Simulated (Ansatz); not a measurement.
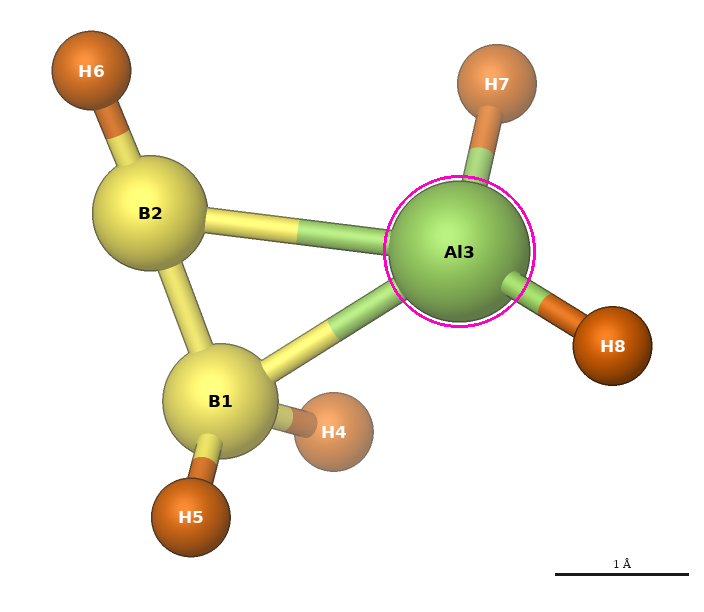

Simulated data, not a measurement (program: Ansatz).

Orthographic view. Distant atoms are faded towards the background colour. Charge +1, doublet. Geometry: the geometry of the neutral molecule.

> Name the neighbours of the circled atom.

The circled atom is Al3; it is bonded to B1, B2, H7, H8.

> Of B1 and H5, which is nearer the viewer?

H5; the bond to B1 points away from the viewer, so it looks shorter than its 1.20 Å.

> Which two atoms are farthest apart in space?

H6 and H8, 4.49 Å.
